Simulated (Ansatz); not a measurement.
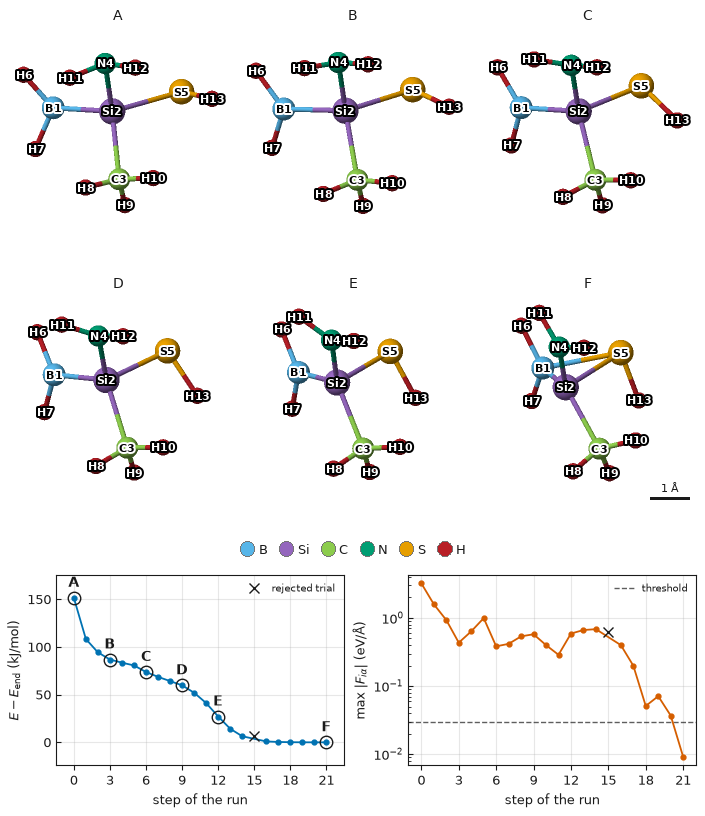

Frames of a relaxation of CH8BNSSi (coarse preliminary run), marked on the history of the run. A ball-and-stick model, seen at a tilt.

The start comes from a force field.

These are results of Ansatz 0.2.0, RKS PBE-D4/def2-SVP, not measurements.

The input:
```yaml
crystal:
  periodic: [false, false, false]
  atoms:
    - {symbol: B, position_ang: [-0.904800, 0.842700, 1.625700]}
    - {symbol: Si, position_ang: [0.229600, 0.253800, 0.214100]}
    - {symbol: C, position_ang: [-0.799600, -0.189400, -1.311200]}
    - {symbol: N, position_ang: [1.200000, -1.172100, 0.788700]}
    - {symbol: S, position_ang: [1.629600, 1.801900, -0.303900]}
    - {symbol: H, position_ang: [-0.797100, 0.469100, 2.699600]}
    - {symbol: H, position_ang: [-2.035800, 1.158000, 1.314700]}
    - {symbol: H, position_ang: [-1.451800, -0.974100, -1.045800]}
    - {symbol: H, position_ang: [-1.312300, 0.720600, -1.613600]}
    - {symbol: H, position_ang: [-0.084300, -0.550100, -2.072500]}
    - {symbol: H, position_ang: [0.407300, -1.930900, 0.982900]}
    - {symbol: H, position_ang: [1.741600, -1.498900, 0.015500]}
    - {symbol: H, position_ang: [2.198000, 1.034700, -1.279300]}
basis:
  gaussian: {orbitals: def2-SVP}
hamiltonian: {xc: pbe, dispersion: d4}
relax: {f_tol: 0.03, max_steps: 200}
```

Command:
```bash
ansatz run in.yaml --threads 4 --pin off --events-out ev --progress --plain --max-ram 10444MiB
```

**Describe the path.**

H13 moves most after the best rigid fit: 2.18 Å. Largest moves by element: H 2.18 Å, S 0.83 Å, N 0.78 Å, Si 0.67 Å, B 0.57 Å, C 0.42 Å. Near-neighbour distances that change, for instance: B1–S5 3.327 → 2.044 Å, Si2–S5 2.151 → 2.431 Å, Si2–N4 1.818 → 1.720 Å, N4–H11 1.114 → 1.022 Å. Bond angles that change, for instance: B1–Si2–S5 110.1° → 54.2°, Si2–N4–H11 102.1° → 120.6°, B1–Si2–C3 110.2° → 128.4°. Groups turn about Si2–S5 by about 85°. After 20 accepted moves (21 points after the start) the energy has fallen by 151.6 kJ/mol. The largest force component goes from 3.2 to 0.0091 eV/Å. The line search rejected the trial step at point 15 of the run. From step 0 to 3: H13 moves most (0.29 Å), energy −64.7 kJ/mol. From step 3 to 6: H13 moves most (0.55 Å), energy −13.1 kJ/mol. From step 6 to 9: H13 moves most (0.54 Å), energy −14.0 kJ/mol. From step 9 to 12: H13 moves most (0.58 Å), energy −32.7 kJ/mol. From step 12 to 21: H13 moves most (0.42 Å), energy −27.1 kJ/mol.

| step | E − E(0), kJ/mol | largest force component, eV/Å | note |
| --- | --- | --- | --- |
| 0 | 0.00 | 3.2171 |  |
| 1 | -43.16 | 1.5896 |  |
| 2 | -57.18 | 0.9305 |  |
| 3 | -64.66 | 0.4335 |  |
| 4 | -67.99 | 0.6356 |  |
| 5 | -70.86 | 0.9942 |  |
| 6 | -77.77 | 0.3828 |  |
| 7 | -82.87 | 0.4164 |  |
| 8 | -87.28 | 0.5366 |  |
| 9 | -91.76 | 0.5761 |  |
| 10 | -99.52 | 0.3988 |  |
| 11 | -110.33 | 0.2876 |  |
| 12 | -124.48 | 0.5897 |  |
| 13 | -137.30 | 0.6645 |  |
| 14 | -145.16 | 0.6844 |  |
| 15 | -144.66 | 0.6133 | rejected |
| 16 | -150.58 | 0.3991 |  |
| 17 | -151.15 | 0.1992 |  |
| 18 | -151.39 | 0.0509 |  |
| 19 | -151.50 | 0.0709 |  |
| 20 | -151.53 | 0.0368 |  |
| 21 | -151.55 | 0.0091 |  |
